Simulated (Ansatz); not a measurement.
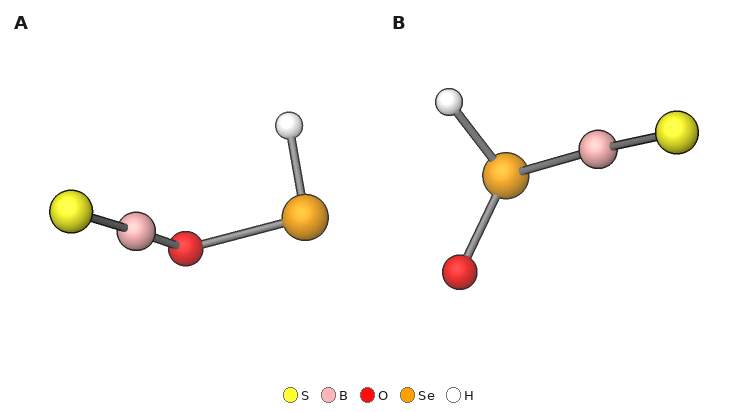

2 stationary structures of one formula. Geometries: PBE0-D4/def2-TZVP. Electronic energies: RHF-CCSD(T) (frozen core)/def2-TZVPP (Ansatz 0.2.0), without zero-point energy. No frequency run is at hand to confirm each as a minimum.

Question: Which is lowest in energy, and by how much?

Answer: A is lowest (C1); B lies 236.4 kJ/mol above it (C1).

Give E(B) − E(A) in kJ/mol at these levels too: PBE0-D4/def2-TZVPP; ωB97M-V/def2-TZVPP; PBE-D4/def2-TZVPP; PBE0-D4/def2-TZVP; r2SCAN-D4/def2-TZVPP; RHF-CCSD(T) (frozen core)/def2-TZVPP; B3LYP-D4/def2-TZVPP.

| level | E(B) − E(A) (kJ/mol) |
| --- | --- |
| PBE0-D4/def2-TZVPP | +237.5 |
| ωB97M-V/def2-TZVPP | +258.0 |
| PBE-D4/def2-TZVPP | +216.2 |
| PBE0-D4/def2-TZVP | +237.3 |
| r2SCAN-D4/def2-TZVPP | +230.2 |
| RHF-CCSD(T) (frozen core)/def2-TZVPP | +236.4 |
| B3LYP-D4/def2-TZVPP | +246.7 |
